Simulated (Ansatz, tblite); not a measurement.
# n-SiGeGeSiH10 (Si₂Ge₂H₁₀): a ladder of methods and basis sets

Aim: run the singlet of n-SiGeGeSiH10 (Si₂Ge₂H₁₀) at one geometry on many levels, and compare frontier levels, spin and run time.

Program: Ansatz 0.2.0, Gaussian basis. Level of theory: as each input shows. These are calculated values, not measurements.

Plan: GFN1-xTB, GFN2-xTB, PBE-D4/def2-TZVP, r2SCAN-D4/def2-TZVP, B3LYP-D4/def2-TZVP, HSE06-D4/def2-TZVP, LC-ωPBE/def2-TZVP, PBE-D4/def2-SVP, PBE0-D4/def2-SVP, CCSD(T)/def2-SVP, MP2/def2-TZVP.

2 further runs of the same task are left out: 2 set aside as unsound or not needed. Runs told in other sessions of the task aren't counted.

### 1 The geometry

The singlet was relaxed beforehand with PBE-D4/def2-SVP.

14 atoms, charge 0, spin multiplicity 1.

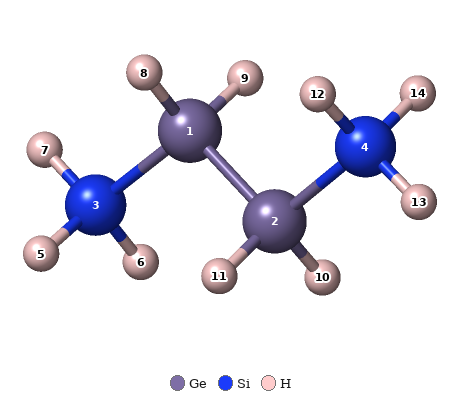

The geometry (germanium purple, silicon blue, hydrogen pink); atoms are numbered from 1 in the order of the file.

PBE0-D4/def2-TZVP was run before; its log isn't repeated, and its numbers join the tables.

### 2 GFN1-xTB

Tight binding, by tblite at 300 K electronic temperature and without a spin-polarisation term:

```python
tblite.interface.Calculator('GFN1-xTB', numbers, positions, charge=0, uhf=0).singlepoint()
```

Energy -338.3537 eV, HOMO -11.16 eV, LUMO -7.32 eV; 0.011 s.

### 3 GFN2-xTB

Tight binding, by tblite at 300 K electronic temperature and without a spin-polarisation term:

```python
tblite.interface.Calculator('GFN2-xTB', numbers, positions, charge=0, uhf=0).singlepoint()
```

Energy -337.6496 eV, HOMO -9.70 eV, LUMO -5.64 eV; 0.009 s.

### 4 PBE-D4/def2-TZVP

start.molden holds the orbitals of an earlier run on this state, given as this run's starting guess.

File in.yaml:

```yaml
crystal:
  periodic: [false, false, false]
  atoms:
    - {symbol: Ge, position_ang: [0.872210, -0.804195, 0.288986]}
    - {symbol: Ge, position_ang: [-0.866142, 0.796764, -0.335417]}
    - {symbol: Si, position_ang: [3.014501, 0.255557, 0.418816]}
    - {symbol: Si, position_ang: [-3.018636, -0.248803, -0.383931]}
    - {symbol: H, position_ang: [2.980344, 1.334237, 1.467752]}
    - {symbol: H, position_ang: [3.341879, 0.883832, -0.908556]}
    - {symbol: H, position_ang: [4.096179, -0.730869, 0.770096]}
    - {symbol: H, position_ang: [0.505402, -1.439451, 1.660457]}
    - {symbol: H, position_ang: [0.898726, -1.950873, -0.761461]}
    - {symbol: H, position_ang: [-0.524475, 1.393595, -1.730011]}
    - {symbol: H, position_ang: [-0.862485, 1.969715, 0.685590]}
    - {symbol: H, position_ang: [-3.341480, -0.793116, 0.982158]}
    - {symbol: H, position_ang: [-4.095994, 0.723952, -0.788004]}
    - {symbol: H, position_ang: [-3.000050, -1.390336, -1.366475]}
basis:
  gaussian: {orbitals: def2-TZVP, initial_orbitals: start.molden}
hamiltonian: {xc: pbe, dispersion: d4}
scf: {omitted_lower_state_checks: [starts]}
output: {forces: true, orbitals: {seedname: orbitals}}
```

Launch:

```console
> ansatz run in.yaml --threads 4 --pin off --events-out ev --progress --plain --max-ram 4787MiB
```

The runs that follow: r2SCAN-D4/def2-TZVP; B3LYP-D4/def2-TZVP; HSE06-D4/def2-TZVP; LC-ωPBE/def2-TZVP; PBE-D4/def2-SVP; PBE0-D4/def2-SVP; CCSD(T)/def2-SVP; MP2/def2-TZVP.

Before running them: what should the planned runs give, taken together? Wanted: gap in def2-TZVP, named functionals, smallest and largest; correlation energy, CCSD(T)/def2-SVP; correlation energy, MP2/def2-TZVP; binding an atom, CCSD(T)/def2-SVP; PBE0 total energy, smallest basis above largest.

The runs gave:

| quantity | value |
| --- | --- |
| gap in def2-TZVP, named functionals, smallest and largest | 5.29 eV (PBE-D4), 11.49 eV (LC-ωPBE) |
| correlation energy, CCSD(T)/def2-SVP | -20.71 eV |
| correlation energy, MP2/def2-TZVP | -20.46 eV |
| binding an atom, CCSD(T)/def2-SVP | 2.665 eV |
| PBE0 total energy, smallest basis above largest | 19.76 eV (def2-SVP, def2-TZVP) |

**Reading.** Over the named functionals in def2-TZVP the gap runs from 5.29 eV (PBE-D4) to 11.49 eV (LC-ωPBE); exact exchange widens it. The functionals in def2-TZVP miss CCSD(T)/def2-SVP by +0.124 (LC-ωPBE) to +0.179 eV (r2SCAN-D4) an atom. The yardstick is in a double-zeta basis, so levels in larger sets aren't compared like for like. The reference is CCSD(T) in one finite basis, so it carries an error of its own, often a tenth of an eV or more, and near misses can't be ranked.
